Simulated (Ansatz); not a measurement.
**Ba3Br2O2 (P2_1/c): the host for defect calculations**

Aim: the runs on the perfect crystal Ba3Br2O2 (P2_1/c) that a defect calculation needs first.

Calculated with Ansatz 0.2.0; plane-wave PAW DFT, PBEsol; relaxation of the host's cell and atoms, in the first sound run; inputs show where later runs differ.

## Step 1: The starting structure

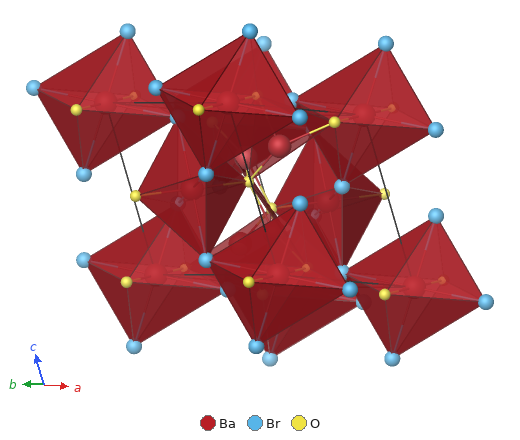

Start, viewed from a free direction; barium red, bromine blue, oxygen yellow. Some periodic images of atoms are drawn too.

## Step 2: Host cell relaxation

Lattice and positions are set free, within the symmetry that the program keeps.

Input file cell/input.yaml:

```yaml
crystal:
  lattice:
    - [7.598811, 0.0, 0.0]
    - [0.0, 8.200696, 0.0]
    - [-3.307295, 0.0, 7.172353]
  atoms:
    - { symbol: Ba, position: [0.0, 0.5, 0.5] }
    - { symbol: Ba, position: [0.0, 0.0, 0.0] }
    - { symbol: Ba, position: [0.591224, 0.875319, 0.22354] }
    - { symbol: Ba, position: [0.408776, 0.375319, 0.27646] }
    - { symbol: Ba, position: [0.591224, 0.624681, 0.72354] }
    - { symbol: Ba, position: [0.408776, 0.124681, 0.77646] }
    - { symbol: Br, position: [0.814683, 0.351383, 0.072669] }
    - { symbol: Br, position: [0.814683, 0.148617, 0.572669] }
    - { symbol: Br, position: [0.185317, 0.851383, 0.427331] }
    - { symbol: Br, position: [0.185317, 0.648617, 0.927331] }
    - { symbol: O, position: [0.660177, 0.609978, 0.433575] }
    - { symbol: O, position: [0.339823, 0.109978, 0.066425] }
    - { symbol: O, position: [0.660177, 0.890022, 0.933575] }
    - { symbol: O, position: [0.339823, 0.390022, 0.566425] }
basis:
  ecutwfc: 420
  xc_grid: 2
hamiltonian:
  xc: pbesol
kpoints:
  mp_grid: { grid: [4, 4, 4] }
scf:
  occupations: { method: fixed }
  max_iter: 100
relax:
  f_tol: 0.005
  max_steps: 60
  cell: {}
output:
  forces: true
  stress: true
checkpoint:
  write: "../cell.run"
  compress: false
  write_wavefunctions: false
  write_every: 100000
```

On the command line:

```
> ansatz run input.yaml --threads 4 --pin off --max-ram 7536MiB --backend cpu --events-out ev --progress --plain --runs-dir out
```

Numbers of over 12 decimals in the logs are rounded to 6 here.

Output:

```text
[... repeated set-up lines and file paths are left out, and long positions are rounded to six places ...]
Engine: ansatz 0.2.0, aarch64-unknown-linux-gnu
Pseudopotentials: kind: paw
Pseudopotential: Ba, paw, valence charge 10, recommended cutoff 420 eV (normal), Ba.paw.azcp
Pseudopotential: Br, paw, valence charge 7, recommended cutoff 420 eV (normal), Br.paw.azcp
Pseudopotential: O, paw, valence charge 6, recommended cutoff 420 eV (normal), O.paw.azcp
Functional definition: PBEsol
  exchange = pbesol_x
  correlation = pbesol_c
Crystal: 14 atoms, lattice volume = 446.949 Å³
Basis set: ecut = 420 eV, 8725 PW (Γ), exchange–correlation on 108×120×108 points (8 copies of the dense FFT grid, shifted against one another)
Bands: 70, of which v1, the nominal top of the filled ones, is band 56 counted from 1 (55 counted from 0)
Symmetry: 4 space group operations
Space group: P21/c (ITA 14), of the structure as read, at distance tolerance 7.6e-5 Å
k-points: 30 of 64
Non-local potential: Ba, projectors of the file, l = 0: 3, l = 1: 2, l = 2: 2, l = 3: 2
Non-local potential: Br, projectors of the file, l = 0: 2, l = 1: 2, l = 2: 2
Non-local potential: O, projectors of the file, l = 0: 2, l = 1: 2, l = 2: 1
PAW form: soft (Blöchl's): semilocal exchange-correlation on the pseudo side does not see the compensation charge
PAW frozen core: Ba, regenerated for the run's functional, and the local potential with it (the file was generated under x = pbe(κ = 0.804, μ = 0.219515), c = pbe(β = 0.066725))
PAW frozen core: Br, regenerated for the run's functional, and the local potential with it (the file was generated under x = pbe(κ = 0.804, μ = 0.219515), c = pbe(β = 0.066725))
PAW frozen core: O, regenerated for the run's functional, and the local potential with it (the file was generated under x = pbe(κ = 0.804, μ = 0.219515), c = pbe(β = 0.066725))
PAW one-centre angular grid: Ba, 194 points (default); XC on 64 Gauss nodes
PAW one-centre angular grid: Br, 110 points (default); XC on 64 Gauss nodes
PAW one-centre angular grid: O, 110 points (default); XC on 64 Gauss nodes
Initial density: superposition of atomic densities (neutral atoms: chi_scale 0, normalization atom), corrected by the library's trained network
Initial wavefunctions: pseudopotential atomic-orbital guess
Functional: x = pbesol(κ = 0.804, μ = 0.123457), c = pbesol(β = 0.046)
SCF iter   1: F=—  HF=-48389.023143 eV  |F-HF|=—  |Δ(HF+E_count)|=         —  Δρ=7.09e-3  dr2=2.14e-1  ethr=1.77e-3  ⟨swp⟩=7.6  Hψ=8385  notcnv=0  defer=344
preconditioner: auto → Resta (q_TF=auto, 2.166 Å⁻¹)  ε∞=3.3  [insulator: Δε(μ)=2.123 eV  Ē_g=11.637 eV  n_scr=74 (ndim 8)  ℏωp=17.6 eV  f_vac=0.056  ε∞_Penn≈3.3]
SCF iter   2: F=—  HF=-48388.997819 eV  |F-HF|=—  |Δ(HF+E_count)|=   2.53e-2  Δρ=4.20e-3  dr2=7.11e-2  ethr=1.91e-4  ⟨swp⟩=3.0  Hψ=3959  notcnv=0  defer=359
SCF iter   3: F=—  HF=-48388.984670 eV  |F-HF|=—  |Δ(HF+E_count)|=   1.31e-2  Δρ=7.82e-4  dr2=3.36e-3  ethr=6.34e-5  ⟨swp⟩=2.2  Hψ=3427  notcnv=0  defer=270
automatic band count: iteration 3 solves 67 bands in place of 70: the levels show a gap, and the empty bands left out lie too high to hold charge; the band table lists the bands solved (type scf.n_extra_bands for more)
SCF iter   4: F=—  HF=-48388.985514 eV  |F-HF|=—  |Δ(HF+E_count)|=   8.44e-4  Δρ=1.71e-4  dr2=1.05e-4  ethr=3.00e-6  ⟨swp⟩=3.1  Hψ=3325  notcnv=0  defer=270
SCF iter   5: F=—  HF=-48388.985576 eV  |F-HF|=—  |Δ(HF+E_count)|=   6.18e-5  Δρ=6.94e-5  dr2=3.29e-5  ethr=9.36e-8  ⟨swp⟩=2.0  Hψ=3241  notcnv=0  defer=270
SCF iter   6: F=—  HF=-48388.985714 eV  |F-HF|=—  |Δ(HF+E_count)|=   1.38e-4  Δρ=1.63e-5  dr2=1.68e-6  ethr=2.94e-8  ⟨swp⟩=2.0  Hψ=2965  notcnv=0  defer=257
SCF iter   7: F=-48388.985715 eV  HF=-48388.985715 eV  |F-HF|=6.82e-8  |Δ(HF+E_count)|=   1.36e-6  Δρ=2.42e-6  dr2=4.30e-8  ethr=8.93e-11  ⟨swp⟩=4.0  Hψ=10059  notcnv=0
SCF 1 converged in 7 iterations: F = -48388.985715 eV  dr2 = 4.30e-8
  greatest PAW one-centre occupation: 0.954 electrons in one spin orbital (limit 2), on the Ba atom at site 5 (counted from 0), in its partial waves of l = 0
relax step   1: F+E_penalty+E_count = -48388.98571520 eV  Δ(F+E_penalty+E_count) = +0.000e0 eV  max|allowed force component| = 1.857e-1 eV/Å  Δτ_max = 0.0000 Å  P = -2.711 GPa  Ω = 446.949 Å³  (7 SCF iters, dr2 threshold 1.00e-7 eV, accepted)
[... the SCF cycles and remarks between the steps are left out from here to the last step ...]
relax step   2: F+E_penalty+E_count = -48389.09588977 eV  Δ(F+E_penalty+E_count) = -1.102e-1 eV  max|allowed force component| = 5.517e-1 eV/Å  Δτ_max = 0.0878 Å  P = +2.288 GPa  Ω = 399.221 Å³  energy of the carried Pulay correction = +3.762e-2 eV  (7 SCF iters, dr2 threshold 1.40e-6 eV, accepted)
relax step   3: F+E_penalty+E_count = -48389.27583074 eV  Δ(F+E_penalty+E_count) = -1.799e-1 eV  max|allowed force component| = 1.692e-1 eV/Å  Δτ_max = 0.1029 Å  P = -0.166 GPa  Ω = 416.071 Å³  energy of the carried Pulay correction = +2.386e-2 eV  (7 SCF iters, dr2 threshold 1.40e-6 eV, accepted)
relax step   4: F+E_penalty+E_count = -48389.29713290 eV  Δ(F+E_penalty+E_count) = -2.130e-2 eV  max|allowed force component| = 3.493e-2 eV/Å  Δτ_max = 0.0394 Å  P = -0.127 GPa  Ω = 416.837 Å³  energy of the carried Pulay correction = +2.325e-2 eV  (6 SCF iters, dr2 threshold 1.40e-6 eV, accepted)
relax step   5: F+E_penalty+E_count = -48389.30024712 eV  Δ(F+E_penalty+E_count) = -3.114e-3 eV  max|allowed force component| = 2.354e-2 eV/Å  Δτ_max = 0.0083 Å  P = -0.050 GPa  Ω = 415.780 Å³  energy of the carried Pulay correction = +2.409e-2 eV  (6 SCF iters, dr2 threshold 9.04e-8 eV, accepted)
relax step   6: F+E_penalty+E_count = -48389.30438859 eV  Δ(F+E_penalty+E_count) = -4.141e-3 eV  max|allowed force component| = 7.222e-3 eV/Å  Δτ_max = 0.0281 Å  P = +0.003 GPa  Ω = 414.324 Å³  energy of the carried Pulay correction = +2.526e-2 eV  (7 SCF iters, dr2 threshold 3.46e-8 eV, accepted)
relax step   7: F+E_penalty+E_count = -48389.30477314 eV  Δ(F+E_penalty+E_count) = -3.845e-4 eV  max|allowed force component| = 2.405e-3 eV/Å  Δτ_max = 0.0101 Å  P = +0.002 GPa  Ω = 414.282 Å³  energy of the carried Pulay correction = +2.530e-2 eV  (7 SCF iters, dr2 threshold 3.26e-9 eV, accepted)
relax step   8: F+E_penalty+E_count = -48389.30477783 eV  Δ(F+E_penalty+E_count) = -4.687e-6 eV  max|allowed force component| = 4.757e-3 eV/Å  Δτ_max = 0.0061 Å  P = -0.002 GPa  Ω = 414.316 Å³  energy of the carried Pulay correction = +2.527e-2 eV  (8 SCF iters, accepted)
relax step   9: F+E_penalty+E_count = -48389.28779455 eV  Δ(F+E_penalty+E_count) = +1.698e-2 eV  max|allowed force component| = 4.727e-3 eV/Å  Δτ_max = 0.0000 Å  P = -0.075 GPa  Ω = 414.316 Å³  stress off target by 8.43e-2 GPa  SCF on the basis re-selected at this cell (its energy is not comparable with the rows above)  (6 SCF iters)
relax step  10: F+E_penalty+E_count = -48389.28873618 eV  Δ(F+E_penalty+E_count) = -9.416e-4 eV  max|allowed force component| = 1.580e-3 eV/Å  Δτ_max = 0.0034 Å  P = +0.001 GPa  Ω = 413.448 Å³  energy of the carried Pulay correction = +6.978e-4 eV  (6 SCF iters, dr2 threshold 1.78e-8 eV, accepted)
iter 1 solved again at ethr=5.17e-7 eV; its pass at ethr=3.10e-3 eV (dr2=5.79e-4 eV) is discarded
SCF iter   1: F=—  HF=-48389.287830 eV  |F-HF|=—  |Δ(HF+E_count)|=         —  Δρ=1.07e-5  dr2=9.85e-8  ethr=5.17e-7  ⟨swp⟩=4.2  Hψ=13983  notcnv=0  defer=360
eigensolver tolerance schedule: the retry pair's looser diagonalisation over-reported the residual by 5879.16 of it (diagonalisation noise at 50.36 of the residual, at the tolerance the schedule requests for it); [...]
SCF iter   2: F=—  HF=-48389.287961 eV  |F-HF|=—  |Δ(HF+E_count)|=   1.31e-4  Δρ=5.81e-6  dr2=8.12e-8  ethr=8.79e-11  ⟨swp⟩=3.7  Hψ=5466  notcnv=0  defer=359
SCF iter   3: F=—  HF=-48389.287961 eV  |F-HF|=—  |Δ(HF+E_count)|=   8.93e-9  Δρ=3.30e-6  dr2=7.58e-9  ethr=7.25e-11  ⟨swp⟩=2.0  Hψ=2762  notcnv=0  defer=359
SCF iter   4: F=—  HF=-48389.287961 eV  |F-HF|=—  |Δ(HF+E_count)|=   1.69e-8  Δρ=6.40e-7  dr2=6.92e-10  ethr=6.77e-12  ⟨swp⟩=2.0  Hψ=3370  notcnv=0  defer=359
SCF iter   5: F=—  HF=-48389.287961 eV  |F-HF|=—  |Δ(HF+E_count)|=   1.07e-9  Δρ=2.08e-7  dr2=2.03e-10  ethr=1.00e-12  ⟨swp⟩=4.9  Hψ=7721  notcnv=0
SCF iter   6: F=-48389.287961 eV  HF=-48389.287961 eV  |F-HF|=7.28e-12  |Δ(HF+E_count)|=  2.18e-10  Δρ=5.75e-8  dr2=1.67e-11  ethr=1.00e-12  ⟨swp⟩=4.9  Hψ=7321  notcnv=0
SCF 11 converged in 6 iterations: F = -48389.287961 eV  dr2 = 1.67e-11
relax step  11: F+E_penalty+E_count = -48389.28796077 eV  Δ(F+E_penalty+E_count) = +7.754e-4 eV  max|allowed force component| = 1.583e-3 eV/Å  Δτ_max = 0.0000 Å  P = -0.000 GPa  Ω = 413.448 Å³  stress off target by 6.91e-3 GPa  SCF on the basis re-selected at this cell (its energy is not comparable with the rows above)  (6 SCF iters)
basis re-selected at this cell: Δ(F+E_penalty+E_count) = +7.754e-4 eV, ΔP = -0.002 GPa vs the last step (what re-selecting the basis moved, of the pressure what is left beyond the Pulay correction that the steps carried, after the strain that the cell walked [...]
SCF converged after 6 iterations
Free energy (F): -48389.287961 eV
Harris-Foulkes:  -48389.287961 eV  (|F-HF|=7.28e-12)
Internal energy: -48389.287961 eV  (E = F + TS)
E sigma→0 (E₀):  -48389.287961 eV
Fermi energy:    5.845817 eV
--- Per-component energies (eV) ---
  E_band       = -386.118126
  E_kinetic    = 2254.782518
  E_local      = -4792.408297  (includes V_loc(G=0)·N_el)
  E_nonlocal   = 826.587226
  E_hartree    = 1674.917001
  E_xc         = -2348.517602
  E_vxc        = -1615.568087  (∫ρ·V_xc dr)
  E_paw        = -40262.257397  (= ΣΔE_a)
  E_vpaw       = -409.354826  (= ΣTr[D̂ρ^β])
  E_aug_tail   = 0.009545  (compensation charges beyond the density's cutoff)
  E_ewald      = -5743.819787
  E_core_change = 1.418832  (= ΣΔE_core)
  E_smearing   = -0.000000  (= −TS)
  E_closure    = -0.000000  (closes the sum)
  Σ components = -48389.287961   (vs F -48389.287961, Δ=0.00e0)
--- Forces (eV/Å), atoms counted from 1 ---
  atom   1  Ba    -0.00000000    -0.00000000     0.00000000
  atom   2  Ba     0.00000000     0.00000000     0.00000000
  atom   3  Ba     0.00158321    -0.00018540     0.00124919
  atom   4  Ba    -0.00158321    -0.00018540    -0.00124919
  atom   5  Ba     0.00158321     0.00018540     0.00124919
  atom   6  Ba    -0.00158321     0.00018540    -0.00124919
  atom   7  Br    -0.00024320    -0.00024071    -0.00123529
  atom   8  Br    -0.00024320     0.00024071    -0.00123529
  atom   9  Br     0.00024320    -0.00024071     0.00123529
  atom  10  Br     0.00024320     0.00024071     0.00123529
  atom  11  O      0.00118794    -0.00028672     0.00000380
  atom  12  O     -0.00118794    -0.00028672    -0.00000380
  atom  13  O      0.00118794     0.00028672     0.00000380
  atom  14  O     -0.00118794     0.00028672    -0.00000380
  max |Σ_I F_I| component: 6.57e-19 eV/Å
--- Stress (GPa, compression-positive) ---
        0.002096       0.000000       0.002750
        0.000000       0.002763       0.000000
        0.002750       0.000000      -0.006074
  P = ⅓ Tr σ = -0.0004 GPa (-0.004 kbar)
--- Relaxed structure (9 steps of the walk, 9 accepted, 2 SCFs on fresh bases) ---
  F+E_penalty+E_count = -48389.28796077 eV   max|allowed force component| = 1.583e-3 eV/Å   (the final SCF, on the basis selected at the relaxed cell)
  cell:  # Å, volume = 413.4480 Å³
    - [7.337866, 1.0483187435460618e-17, 0.047212]
    - [1.1313537508596011e-17, 8.063926, -4.6928310083455267e-17]
    - [-3.149159, -4.560632556632909e-17, 6.966960]
  atoms:
    - { symbol: Ba, position: [-2.7755575615628914e-17, 0.5, 0.500000] }
    - { symbol: Ba, position: [-1.281869606427502e-19, 1.2323726068874288e-19, -1.7275895332065926e-19] }
    - { symbol: Ba, position: [0.590487, 0.876112, 0.227402] }
    - { symbol: Ba, position: [0.409513, 0.376112, 0.272598] }
    - { symbol: Ba, position: [0.590487, 0.623888, 0.727402] }
    - { symbol: Ba, position: [0.409513, 0.123888, 0.772598] }
    - { symbol: Br, position: [0.810344, 0.347853, 0.072518] }
    - { symbol: Br, position: [0.810344, 0.152147, 0.572518] }
    - { symbol: Br, position: [0.189656, 0.847853, 0.427482] }
    - { symbol: Br, position: [0.189656, 0.652147, 0.927482] }
    - { symbol: O, position: [0.659419, 0.609232, 0.433507] }
    - { symbol: O, position: [0.340581, 0.109232, 0.066493] }
    - { symbol: O, position: [0.659419, 0.890768, 0.933507] }
    - { symbol: O, position: [0.340581, 0.390768, 0.566493] }
```

Wall time 2.7 min (4 threads of Arm Neoverse V1, shared host); peak memory 1.6 GiB; 11 min of CPU time.

Relaxation path:

| step | energy less that of the first step (eV) | largest force component (eV/Å) | pressure (GPa) | volume (Å³) |
| --- | --- | --- | --- | --- |
| 1 | 0.0000 | 0.1857 | -2.71 | 446.95 |
| 2 | -0.1102 | 0.5517 | 2.29 | 399.22 |
| 3 | -0.2901 | 0.1692 | -0.17 | 416.07 |
| 4 | -0.3114 | 0.0349 | -0.13 | 416.84 |
| 5 | -0.3145 | 0.0235 | -0.05 | 415.78 |
| 6 | -0.3187 | 0.0072 | 0.00 | 414.32 |
| 7 | -0.3191 | 0.0024 | 0.00 | 414.28 |
| 8 | -0.3191 | 0.0048 | 0.00 | 414.32 |
| 9 | -0.3021 | 0.0047 | -0.07 | 414.32 |
| 10 | -0.3030 | 0.0016 | 0.00 | 413.45 |
| 11* | -0.3022 | 0.0016 | 0.00 | 413.45 |

Relaxation steps marked * repeat the geometry before them on a plane-wave basis chosen anew for their cell, so energy and pressure can jump there. The log counts 2 steps on a newly chosen plane-wave basis, not all of them marked here; energy and pressure can jump at such steps.

Forces are held to the 4 operations that the run works with; a distortion that breaks them can't arise in this run.

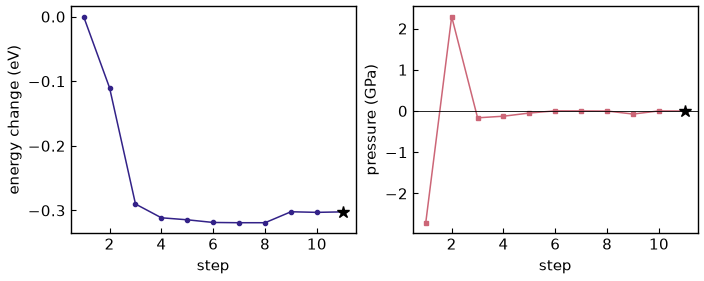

Energy and pressure along the relaxation. Stars mark steps on a basis chosen anew.

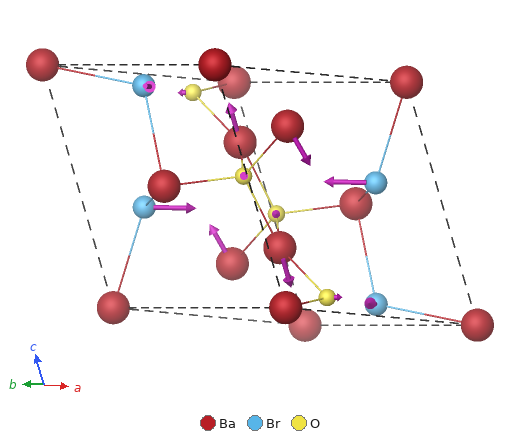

Displacements in the relaxation, exaggerated, measured against the changing cell; the longest in the cell stands for 0.04 Å. Bonds to atoms that aren't drawn are left out. Some periodic images of atoms are drawn too.

| cell as run | before | after | change |
| --- | --- | --- | --- |
| a (Å) | 7.599 | 7.338 | -3.4 % |
| b (Å) | 8.201 | 8.064 | -1.7 % |
| c (Å) | 7.898 | 7.646 | -3.2 % |
| β (°) | 114.76 | 113.95 | -0.7 % |
| volume (Å³/atom) | 31.92 | 29.53 | -7.5 % |

The atoms that moved most (Å, as changes of fractional coordinates times the final cell):

| atom | dx | dy | dz | length |
| --- | --- | --- | --- | --- |
| Br9 | 0.031 | -0.028 | 0.001 | 0.042 |
| Br8 | -0.031 | 0.028 | -0.001 | 0.042 |
| Br7 | -0.031 | -0.028 | -0.001 | 0.042 |
| Br10 | 0.031 | 0.028 | 0.001 | 0.042 |
| Ba4 | 0.018 | 0.006 | -0.027 | 0.033 |
| Ba6 | 0.018 | -0.006 | -0.027 | 0.033 |
| Ba5 | -0.018 | -0.006 | 0.027 | 0.033 |
| Ba3 | -0.018 | 0.006 | 0.027 | 0.033 |

Numbers from this step:

- pressure: -4.05e-4 GPa

The relaxation ends with a largest force component of 0.0016 eV/Å and a pressure of 0.00 GPa.

(Part 1 of 4 ends here.)

[Logs are printed without paths, hosts, clocks, repeated set-up lines and the standing remarks that a program may print on its own settings, such as how far it seeks lower states.]

[Hosts, paths, dates, database ids (printed as entryN), source tags and the programs' standing remarks are cut or masked in the printed files.]

[Runs of the host that timed out are not shown.]

[For some hosts the program warned that the k-mesh of the response run may be too coarse for force constants and the static dielectric constant; such warnings are not always shown.]
